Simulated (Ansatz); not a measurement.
# Lattice dynamics of (KF)1(LiCl)2 [001] superlattice, started as rocksalt type, part 3 of 3

Aim: the vibrations of (KF)1(LiCl)2 [001] superlattice, started as rocksalt type, their spectra, and whether the structure is stable.

Ansatz 0.2.0; DFT PBE, scalar-relativistic, plane waves, PAW.

So far. Step 4 (Tight relaxation): The largest force component left is 0.11 meV/Å and the pressure is -0.001 GPa, within the tolerances set. The cell now holds 19.81 Å³/atom. The relaxed cell has a = 3.633, c = 18.005 Å (conventional setting).

The structure was built from a prototype and need not be the compound's stable phase.

### Step 5. Modes at Γ (continued)

Transverse modes; imaginary modes are left out. Lines of the infrared spectrum (strongest = 100):

| position (cm⁻¹) | relative intensity |
| --- | --- |
| 48 | 0.5 |
| 105 | 0.0 |
| 134 | 8.1 |
| 167 | 100 |
| 175 | 0.0 |
| 176 | 0.0 |
| 229 | 0.0 |
| 240 | 25 |
| 287 | 11 |

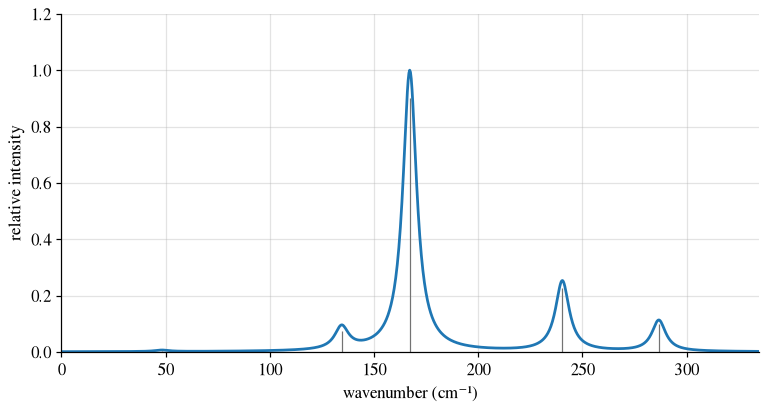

The infrared spectrum, broadened with Lorentzians of width 8 cm⁻¹; bars mark the lines.

Activity x (w_L - w)^4 (n + 1)/w, 532 nm, 300 K; imaginary modes are left out; modes without the macroscopic field alone. Raman lines, with heights relative to the strongest:

| position (cm⁻¹) | relative intensity |
| --- | --- |
| 48 | 0.0 |
| 105 | 1.9 |
| 134 | 0.0 |
| 167 | 0.0 |
| 175 | 100 |
| 176 | 1.8 |
| 229 | 93 |
| 240 | 0.0 |
| 287 | 0.0 |

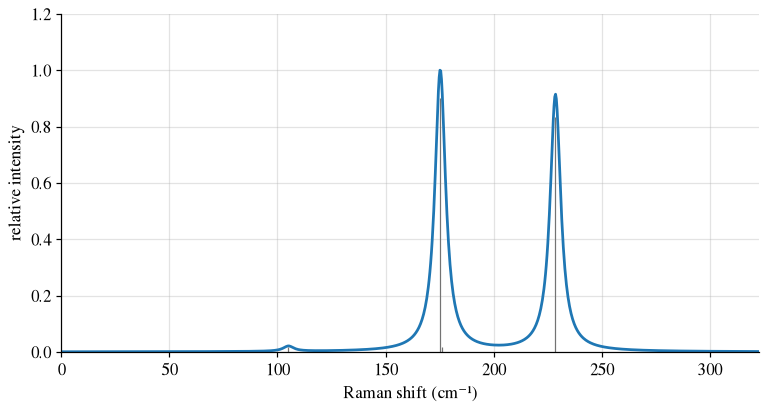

The Raman spectrum, broadened with Lorentzians of width 6 cm⁻¹; bars mark the lines.

Before it was imposed, the acoustic sum rule was missed by 4.1e-4 eV/Å² and the charge sum rule by 3.2e-5 e. Small misses are needed for a sound result but don't prove that mesh and cutoff are converged. The lowest optical mode is imaginary, 106.2i cm⁻¹, so the energy falls along it.

### Step 6. Another isotope, element Cl, natural mass 35.45 amu

An isotope changes the mass and not the force constants, so no new electronic calculation is needed; the shifts show which modes move this element.

The same force constants with the mass of Cl changed from 35.450 to 36.966 u (phonopy, no LO-TO term). Both lists are sorted by frequency; levels can cross, so a row need not hold one and the same mode. Modes under 3 cm⁻¹ are left out. Isotope shifts, by row:

| q | rank | natural mass (cm⁻¹) | changed mass (cm⁻¹) |
| --- | --- | --- | --- |
| 0 0 0 | 1 | -106.2 | -106.1 |
| 0 0 0 | 5 | 48.29 | 47.92 |
| 0 0 0 | 6 | 48.29 | 47.92 |
| 0 0 0 | 7 | 105.1 | 103.1 |
| 0 0 0 | 8 | 105.1 | 103.1 |
| 0 0 0 | 9 | 134.5 | 133.6 |
| 0 0 0 | 10 | 167.2 | 166.8 |
| 0 0 0 | 11 | 167.2 | 166.8 |
| 0 0 0 | 12 | 175.3 | 171.8 |
| 0 0 0 | 13 | 176.3 | 176 |
| 0 0 0 | 14 | 176.3 | 176 |
| 0 0 0 | 15 | 228.6 | 228.3 |
| 0 0 0 | 16 | 240.4 | 240.4 |
| 0 0 0 | 17 | 240.4 | 240.4 |
| 0 0 0 | 18 | 286.6 | 285.7 |

A mode of this element alone would shift by -2.07 %. The highest zone-centre frequency without the field goes from 286.6 to 285.7 cm⁻¹ (-0.3 %).

### Step 7. Isotope substitution, element K, natural mass 39.0983 amu

The same for K, from 39.10 to 40.96 u.

The same force constants with the mass of K changed from 39.098 to 40.962 u (phonopy, no LO-TO term). Both lists are sorted by frequency; levels can cross, so a row need not hold one and the same mode. Modes under 3 cm⁻¹ are left out. Isotope shifts, by row:

| q | rank | natural mass (cm⁻¹) | changed mass (cm⁻¹) |
| --- | --- | --- | --- |
| 0 0 0 | 1 | -106.2 | -106.2 |
| 0 0 0 | 5 | 48.29 | 47.82 |
| 0 0 0 | 6 | 48.29 | 47.82 |
| 0 0 0 | 7 | 105.1 | 105.1 |
| 0 0 0 | 8 | 105.1 | 105.1 |
| 0 0 0 | 9 | 134.5 | 132.3 |
| 0 0 0 | 10 | 167.2 | 167.2 |
| 0 0 0 | 11 | 167.2 | 167.2 |
| 0 0 0 | 12 | 175.3 | 175.3 |
| 0 0 0 | 13 | 176.3 | 176.3 |
| 0 0 0 | 14 | 176.3 | 176.3 |
| 0 0 0 | 15 | 228.6 | 228.6 |
| 0 0 0 | 16 | 240.4 | 238.7 |
| 0 0 0 | 17 | 240.4 | 238.7 |
| 0 0 0 | 18 | 286.6 | 286.4 |

A mode of this element alone would shift by -2.30 %. The highest zone-centre frequency without the field goes from 286.6 to 286.4 cm⁻¹ (-0.1 %).

### Step 8. Isotope substitution, element Li, natural mass 6.94 amu

The same for Li, from 6.94 to 6.02 u.

The same force constants with the mass of Li changed from 6.940 to 6.015 u (phonopy, no LO-TO term). Both lists are sorted by frequency; levels can cross, so a row need not hold one and the same mode. Modes under 3 cm⁻¹ are left out. Isotope shifts, by row:

| q | rank | natural mass (cm⁻¹) | changed mass (cm⁻¹) |
| --- | --- | --- | --- |
| 0 0 0 | 1 | -106.2 | -108 |
| 0 0 0 | 5 | 48.29 | 48.41 |
| 0 0 0 | 6 | 48.29 | 48.41 |
| 0 0 0 | 7 | 105.1 | 105.7 |
| 0 0 0 | 8 | 105.1 | 105.7 |
| 0 0 0 | 9 | 134.5 | 134.5 |
| 0 0 0 | 10 | 167.2 | 175.8 |
| 0 0 0 | 11 | 167.2 | 178 |
| 0 0 0 | 12 | 175.3 | 178 |
| 0 0 0 | 13 | 176.3 | 188.3 |
| 0 0 0 | 14 | 176.3 | 188.3 |
| 0 0 0 | 15 | 228.6 | 240.4 |
| 0 0 0 | 16 | 240.4 | 240.4 |
| 0 0 0 | 17 | 240.4 | 244.8 |
| 0 0 0 | 18 | 286.6 | 300.7 |

A mode of this element alone would shift by +7.41 %. The highest zone-centre frequency without the field goes from 286.6 to 300.7 cm⁻¹ (+4.9 %).

### Step 9. Results

* space group after relaxation (within 0.01 Å): I4/mmm
* volume per atom: 19.8 Å³
* gap on the k-mesh: 5.09 eV
* highest optical mode at the zone centre (no LO-TO term): 287 cm⁻¹
* top of the zone-centre spectrum with the field: 378 cm⁻¹
* lowest optical zone-centre mode: -106 cm⁻¹
* mean high-frequency dielectric constant: 2.40
* largest Born charge (third of the trace): -1.22 e
* imaginary modes at Γ (the only wavevector solved): yes

In words: A zone-centre mode is imaginary (106.2i cm⁻¹), so this structure is not a minimum of the energy. Without the field, the optical modes at Γ span -106 to 287 cm⁻¹ (negative means imaginary). The dispersion is not part of this account. The highest mode in this list at Γ, 286.6 cm⁻¹, has its largest share on Li (66 % of the kinetic energy). With the macroscopic field of the longitudinal modes the top of the zone-centre spectrum lies at 378 cm⁻¹, against 287 cm⁻¹ without it. Among the real modes, the strongest infrared line is at 167 cm⁻¹. Averaged over orientations, the strongest Raman line at 532 nm and 300 K is at 175 cm⁻¹. The starting cell was built on a prototype and not taken from a measurement, so the phase need not exist. These are harmonic frequencies at zero temperature: anharmonic shifts, linewidths and thermal expansion are left out.

[Hosts, paths, dates, database ids (printed as entryN), source tags and the programs' standing remarks are cut or masked in the printed files.]
